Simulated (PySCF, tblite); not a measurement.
# C3H5N: changes of charge, electronic excitations, EPR parameters, part 1 of 3

Aim: compute the changes of charge, electronic excitations, EPR parameters of C3H5N (`CCC#N`).

Computed with tblite 0.8.0 and PySCF 2.14.0 and routines of our own; the level stands in each step. Atoms count from 0.

## 1. The system as given

9 atoms, charge 0, multiplicity 1; geometry from: start built from the parent or by distance geometry.

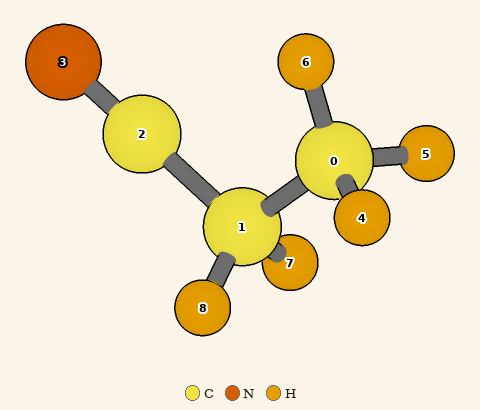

The starting geometry (carbon yellow, nitrogen orange, hydrogen amber).

## 2. Geometry optimisation with GFN2-xTB

Job settings and geometry (Å):

```
{"job": {"kind": "relax", "xc": "GFN2-xTB", "basis": "xTB"}, "charge": 0, "multiplicity": 1}
C     -0.892800     0.361700    -0.022700
C      0.265900    -0.523600    -0.264300
C      1.477500     0.115300     0.329600
N      2.399300     0.658100     0.746300
H     -1.538500     0.456900    -0.902100
H     -1.557400    -0.184800     0.726800
H     -0.636100     1.368000     0.409900
H      0.116800    -1.525200     0.236700
H      0.392300    -0.714300    -1.310500
```

Command:

```console
OMP_NUM_THREADS=1 python redox_run.py task.json out
```

One launch serves the whole session: the jobs run in the order shown.

The log of the run:

```text
step      E/eV     max force
  0    -322.13598    3.059
  1    -322.32452    0.625
  2    -322.34897    0.901
  3    -322.35321    2.323
  4    -322.38487    0.390
  5    -322.39095    0.236
  6    -322.39558    0.177
  7    -322.39776    0.139
  8    -322.39934    0.100
  9    -322.40020    0.088
 10    -322.40103    0.096
 11    -322.40161    0.068
 12    -322.40195    0.050
 13    -322.40219    0.044
 14    -322.40252    0.072
 15    -322.40296    0.078
 16    -322.40347    0.071
 17    -322.40400    0.077
 18    -322.40469    0.103
 19    -322.40572    0.146
 20    -322.40721    0.163
 21    -322.40915    0.146
 22    -322.41151    0.136
 23    -322.41445    0.251
 24    -322.41811    0.310
 25    -322.42235    0.263
 26    -322.42778    0.232
 27    -322.42554    0.637
 28    -322.43580    0.414
 29    -322.44060    0.255
 30    -322.44740    0.150
 31    -322.45629    0.289
 32    -322.46021    0.235
 33    -322.46980    0.232
 34    -322.47701    0.219
 35    -322.48185    0.152
 36    -322.48127    0.294
 37    -322.48491    0.155
 38    -322.48595    0.128
 39    -322.48778    0.082
 40    -322.48894    0.067
 41    -322.48968    0.085
 42    -322.49009    0.057
 43    -322.49033    0.048
 44    -322.49054    0.035
 45    -322.49071    0.032
 46    -322.49083    0.041
 47    -322.49095    0.028
 48    -322.49104    0.020
 49    -322.49110    0.023
 50    -322.49114    0.023
 51    -322.49117    0.018
 52    -322.49119    0.009
```

Run time: 0.15 s. Hardware: 1 thread of Arm Neoverse V1, shared host.

The steps of the relaxation: (not every step is listed)

```csv
step,energy from step 0 (eV),largest force (eV/Å)
0,0.0000,3.0588
1,-0.1885,0.6248
2,-0.2130,0.9012
3,-0.2172,2.3234
4,-0.2489,0.3905
5,-0.2550,0.2360
6,-0.2596,0.1768
7,-0.2618,0.1394
8,-0.2634,0.0998
11,-0.2656,0.0677
14,-0.2665,0.0719
17,-0.2680,0.0769
20,-0.2712,0.1629
23,-0.2785,0.2509
26,-0.2918,0.2318
29,-0.3046,0.2552
32,-0.3242,0.2348
35,-0.3459,0.1524
38,-0.3500,0.1282
41,-0.3537,0.0851
44,-0.3546,0.0349
47,-0.3550,0.0275
48,-0.3551,0.0201
49,-0.3551,0.0231
50,-0.3552,0.0233
51,-0.3552,0.0182
52,-0.3552,0.0090
```

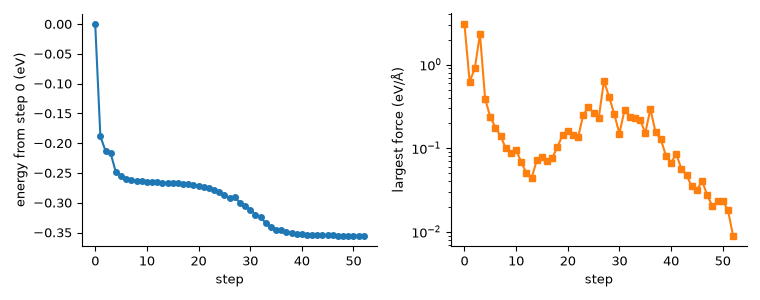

Energy and largest force along the relaxation.

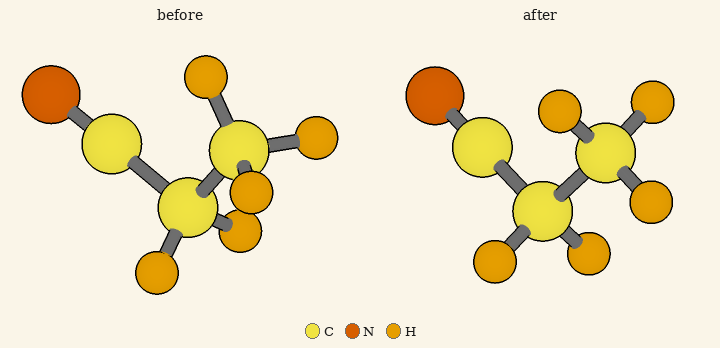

The geometry before (left) and after (right).

Close pairs (by a distance rule), those that changed most:

```csv
bond,before (Å),after (Å),change (Å)
C0–H5,1.141,1.088,-0.054
C0–C1,1.478,1.530,+0.052
C1–C2,1.493,1.441,-0.052
C0–H6,1.125,1.088,-0.038
C1–H7,1.130,1.094,-0.036
C1–H8,1.071,1.094,+0.023
C0–H4,1.095,1.087,-0.008
C2–N3,1.148,1.143,-0.005
```

The next job starts from the end point, and lists it.

## 3. Harmonic vibrations with GFN2-xTB

Job settings and geometry (Å):

```
{"job": {"kind": "ir", "xc": "GFN2-xTB", "basis": "xTB"}, "charge": 0, "multiplicity": 1}
C     -0.951836     0.342662     0.012475
C      0.307619    -0.453353    -0.336056
C      1.433882    -0.003501     0.442674
N      2.318630     0.363018     1.066403
H     -1.792809    -0.016908    -0.575360
H     -1.192367     0.232967     1.067385
H     -0.805238     1.399293    -0.199035
H      0.155147    -1.517292    -0.133622
H      0.554095    -0.334898    -1.395224
```

The log of the run:

```text
mode    cm-1     km/mol
  1     188.6      1.14
  2     201.0      4.80
  3     390.8      3.69
  4     534.8      6.11
  5     806.9     16.23
  6     898.3     11.52
  7    1059.2      0.70
  8    1064.8      0.54
  9    1077.6      4.94
 10    1212.9      0.59
 11    1302.5      3.50
 12    1410.1      1.76
 13    1431.6      4.68
 14    1492.6      4.30
 15    1497.2      5.11
 16    2417.0    185.53
 17    2956.6     13.71
 18    2967.7     13.23
 19    3043.1     31.83
 20    3044.7     28.95
 21    3049.1     16.53
ZPE 191.685  H(298)-E 206.649  G(298)-E 121.312 kJ/mol  S 286.22 J/(mol K)
```

It took 0.15 s on 1 thread of Arm Neoverse V1, shared host.

Which atoms move in the most intense modes:

```csv
cm⁻¹,km/mol,atoms
807,16.2,"H7 24 %, H8 24 %, H6 16 %, H5 16 %"
898,11.5,"H4 26 %, C1 25 %, N3 18 %, C0 15 %"
2417,185.5,"C2 60 %, N3 39 %"
2957,13.7,"H8 53 %, H7 37 %"
2968,13.2,"H7 55 %, H8 40 %"
3043,31.8,H4 81 %
3045,28.9,"H6 46 %, H5 44 %"
3049,16.5,"H6 43 %, H5 42 %, H4 12 %"
```

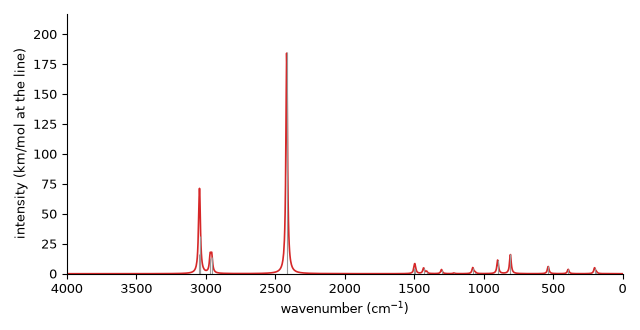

The infrared spectrum from these modes, unscaled. Lines are broadened to a width of 14 cm⁻¹ (Lorentzian).

## 4. Relaxing the molecule at PBE0-D3(BJ)/def2-SVP

Settings changed since step 3:

```diff
@@ -1,2 +1,2 @@
-{"job": {"kind": "ir", "xc": "GFN2-xTB", "basis": "xTB"}, "charge": 0, "multiplicity": 1}
+{"job": {"xc": "PBE0", "basis": "def2-SVP", "d3": "d3bj", "grid": 1, "kind": "geom"}, "charge": 0, "multiplicity": 1}
 C     -0.951836     0.342662     0.012475
```

The log of the run:

```text
step   0  E = -171.73203065  max force = 0.028626
step   1  E = -171.73334179  max force = 0.001899
step   2  E = -171.73335391  max force = 0.000160
optimisation converged
```

Wall time 5.5 s (1 thread of Arm Neoverse V1, shared host).

The steps of the relaxation:

```csv
step,energy from step 0 (eV),largest force component (eV/Å)
0,0.0000,1.4720
1,-0.0357,0.0977
2,-0.0360,0.0082
```

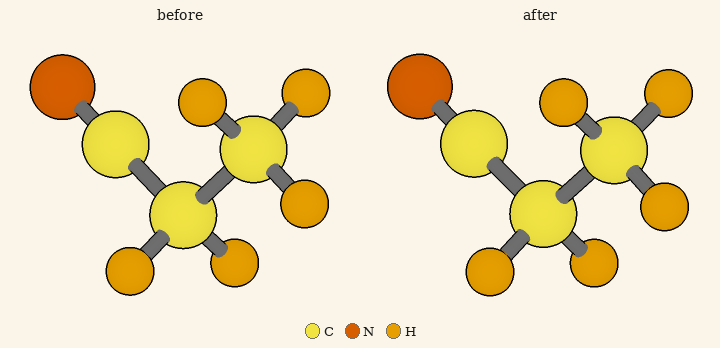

The geometry before (left) and after (right).

Distances of close pairs at the start and the end, largest changes first:

```csv
bond,before (Å),after (Å),change (Å)
C1–C2,1.441,1.459,+0.018
C2–N3,1.143,1.157,+0.014
C0–H4,1.087,1.099,+0.012
C0–H6,1.088,1.099,+0.012
C0–H5,1.088,1.099,+0.012
C1–H7,1.094,1.102,+0.008
C1–H8,1.094,1.102,+0.008
C0–C1,1.530,1.527,-0.003
```

The final coordinates are the input of the step that follows.

```csv
at the end point,value
point group (found at 0.08 Å tolerance),Cs
"rotational constants (GHz, main isotopes)","28.112, 4.690, 4.232"
dipole moment (D),3.90
```

## 5. Harmonic vibrations (C₃H₅N): PBE0-D3(BJ)/def2-SVP

Job settings and geometry (Å):

```
{"job": {"xc": "PBE0", "basis": "def2-SVP", "d3": "d3bj", "grid": 2, "kind": "hessian"}, "charge": 0, "multiplicity": 1}
C     -0.963605     0.341172     0.002415
C      0.306588    -0.441544    -0.321440
C      1.460816    -0.000899     0.455161
N      2.362385     0.364515     1.082145
H     -1.800155    -0.030615    -0.606299
H     -1.234766     0.234286     1.062362
H     -0.833475     1.412199    -0.208271
H      0.162843    -1.517570    -0.131037
H      0.562743    -0.347833    -1.389306
```

The log of the run:

```text
coarse grid: 7424 points
cycle   1  E = -171.6645814221  dE =  2.722e-01  |g| = 4.181e-01  |ddm| = 3.047e+00
cycle   2  E = -171.5232024189  dE =  1.414e-01  |g| = 9.027e-01  |ddm| = 1.057e+00
cycle   3  E = -171.7080884243  dE = -1.849e-01  |g| = 8.903e-02  |ddm| = 6.899e-01
cycle   4  E = -171.7099699829  dE = -1.882e-03  |g| = 2.863e-02  |ddm| = 9.772e-02
cycle   5  E = -171.7101630879  dE = -1.931e-04  |g| = 5.631e-03  |ddm| = 2.953e-02
cycle   6  E = -171.7101715046  dE = -8.417e-06  |g| = 8.349e-04  |ddm| = 7.250e-03
final grid: 71480 points
cycle   7  E = -171.7333554332  dE = -1.344e-05  |g| = 5.251e-03  |ddm| = 1.735e-02
cycle   8  E = -171.7333540521  dE =  1.381e-06  |g| = 5.785e-03  |ddm| = 9.674e-03
cycle   9  E = -171.7333625691  dE = -8.517e-06  |g| = 1.007e-03  |ddm| = 5.116e-03
cycle  10  E = -171.7333627779  dE = -2.088e-07  |g| = 2.937e-04  |ddm| = 8.838e-04
cycle  11  E = -171.7333627969  dE = -1.897e-08  |g| = 3.481e-05  |ddm| = 2.390e-04
cycle  12  E = -171.7333627972  dE = -3.132e-10  |g| = 8.001e-06  |ddm| = 4.896e-05
cycle  13  E = -171.7333627972  dE = -1.381e-11  |g| = 1.858e-06  |ddm| = 1.057e-05
converged SCF energy = -171.7333627972

mode    cm-1
  1     211.7
  2     226.1
  3     397.9
  4     554.6
  5     786.2
  6     864.2
  7    1045.4
  8    1094.8
  9    1095.7
 10    1273.2
 11    1342.0
 12    1399.9
 13    1439.8
 14    1468.3
 15    1477.1
 16    2411.6
 17    3072.6
 18    3077.3
 19    3128.9
 20    3175.0
 21    3177.1
ZPE 195.706  H(298)-E 210.438  G(298)-E 125.626 kJ/mol  S 284.46 J/(mol K)
```

Wall time 2 min (1 thread of Arm Neoverse V1, shared host); peak memory 1.2 GiB.

Zero-point energy 195.71 kJ/mol (xTB gave 191.69).

## 6. Single point (C₃H₅N): wB97X-D3(BJ)/ma-def2-TZVP

Geometry: PBE0-D3(BJ)/def2-SVP.

Settings changed since step 5:

```diff
@@ -1,2 +1,2 @@
-{"job": {"xc": "PBE0", "basis": "def2-SVP", "d3": "d3bj", "grid": 2, "kind": "hessian"}, "charge": 0, "multiplicity": 1}
+{"job": {"kind": "sp", "xc": "wB97X", "basis": "ma-def2-TZVP", "d3": "d3bj", "grid": 2}, "charge": 0, "multiplicity": 1}
 C     -0.963605     0.341172     0.002415
```

The log of the run:

```text
coarse grid: 7424 points
cycle   1  E = -172.1556161001  dE =  4.020e-01  |g| = 4.938e-01  |ddm| = 2.105e+00
cycle   2  E = -172.1002178396  dE =  5.540e-02  |g| = 7.701e-01  |ddm| = 7.987e-01
cycle   3  E = -172.2200379538  dE = -1.198e-01  |g| = 3.472e-02  |ddm| = 3.971e-01
cycle   4  E = -172.2204096358  dE = -3.717e-04  |g| = 1.354e-02  |ddm| = 6.603e-02
cycle   5  E = -172.2204566906  dE = -4.705e-05  |g| = 3.638e-03  |ddm| = 1.602e-02
cycle   6  E = -172.2204611439  dE = -4.453e-06  |g| = 9.195e-04  |ddm| = 6.484e-03
final grid: 71480 points
cycle   7  E = -172.2078779738  dE = -3.017e-05  |g| = 2.327e-03  |ddm| = 6.190e-02
cycle   8  E = -172.2078784526  dE = -4.788e-07  |g| = 2.006e-03  |ddm| = 4.209e-03
cycle   9  E = -172.2078792446  dE = -7.920e-07  |g| = 6.122e-04  |ddm| = 1.325e-03
cycle  10  E = -172.2078793141  dE = -6.950e-08  |g| = 2.483e-04  |ddm| = 4.216e-04
cycle  11  E = -172.2078793277  dE = -1.351e-08  |g| = 1.985e-05  |ddm| = 2.110e-04
cycle  12  E = -172.2078793279  dE = -2.420e-10  |g| = 6.720e-06  |ddm| = 6.001e-05
converged SCF energy = -172.2078793279
```

Run time: 7.4 s. Hardware: 1 thread of Arm Neoverse V1, shared host; peak memory 0.57 GiB.

The fields below are evaluated on a grid from the run's orbitals.

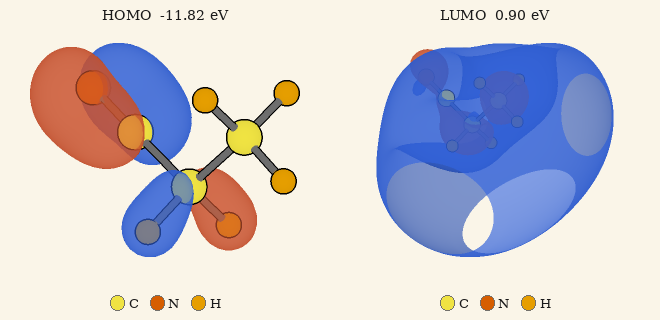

wB97X/ma-def2-TZVP orbitals near the gap, drawn at the value that encloses 70 % of each; the two colours are the two signs. The LUMO is diffuse and is cut off by the edge of the grid.

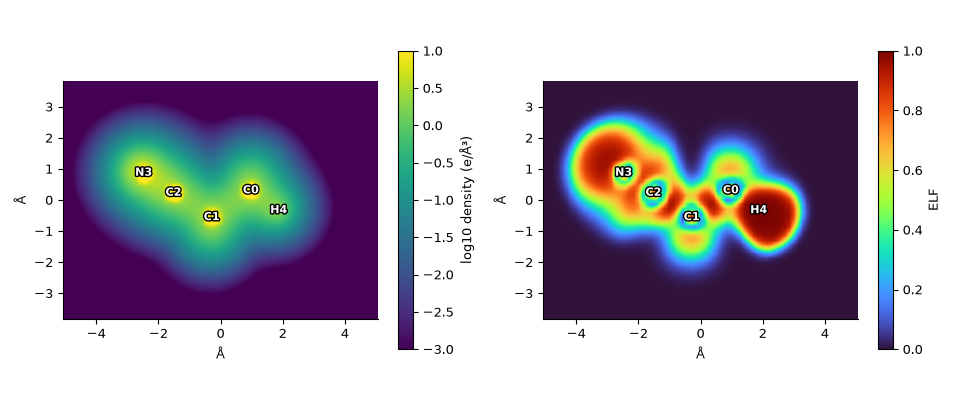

Density (left) and ELF (right) in a plane through or near 5 of the atoms.

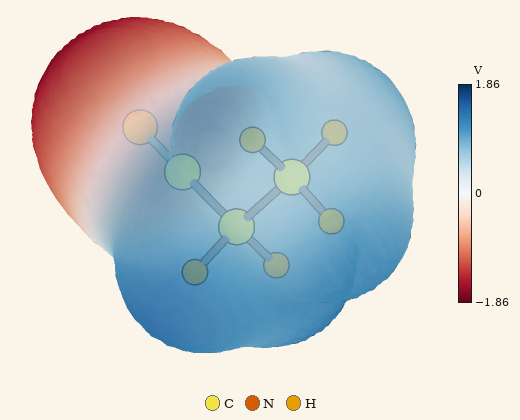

The potential that a unit positive charge feels on the 0.002 e/bohr³ surface, from -1.86 V near N3 to 1.38 V near H7.

## 7. Single point (C3H5N+ (doublet)): wB97X-D3(BJ)/ma-def2-TZVP

Geometry: PBE0-D3(BJ)/def2-SVP, that of another charge or spin state.

Settings changed since step 6:

```diff
@@ -1,2 +1,2 @@
-{"job": {"kind": "sp", "xc": "wB97X", "basis": "ma-def2-TZVP", "d3": "d3bj", "grid": 2}, "charge": 0, "multiplicity": 1}
+{"job": {"kind": "sp", "xc": "wB97X", "basis": "ma-def2-TZVP", "d3": "d3bj", "grid": 2}, "charge": 1, "multiplicity": 2}
 C     -0.963605     0.341172     0.002415
```

The log of the run:

```text
final grid: 71480 points
cycle   1  E = -171.7665888173  dE = -2.842e-10  |g| = 1.621e-05  |ddm| = 2.311e-05
converged SCF energy = -171.7665888173
```

Wall time 24 s (1 thread of Arm Neoverse V1, shared host); peak memory 0.62 GiB.

(Continued in part 2 of 3.)
